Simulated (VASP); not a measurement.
Band structure of Ti (relaxed from the simple-cubic structure, space group Pm-3m). Computed with r2SCAN meta-GGA, VASP's PBE PAW potentials (set 64) (plane waves; VASP 6.6.1).

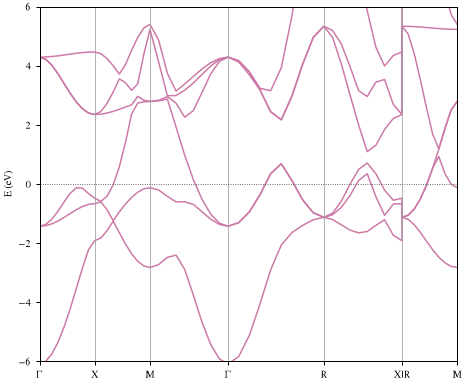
Bands along high-symmetry lines, zero at the valence-band maximum or, without a gap, the Fermi level

### Question
Read the plot: is there a gap, and where are the band edges?

### Answer
It has no gap at this level: it comes out as a metal or semimetal.

The structure was generated: Ti was put into the simple-cubic type (Pm-3m), which need not be its known phase. It was relaxed first, which changed the volume by -8 %.
